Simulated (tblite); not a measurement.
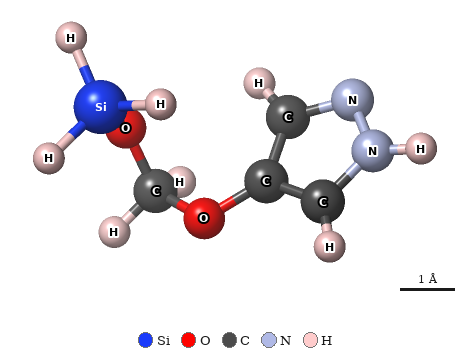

Fig. 1: The input geometry (ball-and-stick view, seen at a tilt).

Nudged elastic band of C₄H₈N₂O₂Si

The run: nudged elastic band of C₄H₈N₂O₂Si. Method and program: GFN2-xTB climbing-image nudged elastic band, gas phase (tblite 0.8.0).

Input file
```
{"job": {"xc": "GFN2-xTB", "basis": "xTB", "kind": "neb"}, "charge": 0, "multiplicity": 1}
Si     2.329593     0.894873     0.375116
O      1.773707    -0.635430     0.490309
C      1.178093    -1.366919    -0.511902
O      0.307814    -0.629573    -1.307151
C     -0.848143    -0.215588    -0.697004
C     -1.278750    -0.363031     0.633910
N     -2.468852     0.184863     0.795560
N     -2.811597     0.679662    -0.383768
C     -1.867429     0.468160    -1.328575
H      2.875811     1.001682     1.717313
H      3.325883     1.003038    -0.693444
H      1.252830     1.850599     0.109857
H      0.658935    -2.216000    -0.039117
H      1.939954    -1.746718    -1.206944
H     -0.775856    -0.822468     1.459714
H     -3.695038     1.151039    -0.493377
H     -1.967490     0.799189    -2.340193
```

The first line tells a small driver script what to run in tblite; the rest is the geometry in Å.

Run on 1 CPU thread, shared host.

Launch command:
```bash
OMP_NUM_THREADS=1 python <driver script> task.json out
```

Log
```
image   E - E0 / eV
  0       0.0000
  1       0.1155
  2       0.9515
  3       1.9348
  4       0.6087
  5       0.0139
  6      -0.0184
```

Key numbers

```json
{"quantity": "outcome", "value": "converged"}
{"quantity": "forward barrier", "value": "1.935 eV"}
{"quantity": "wall time", "value": "2.2 s"}
{"quantity": "peak memory", "value": "0.19 GiB"}
```
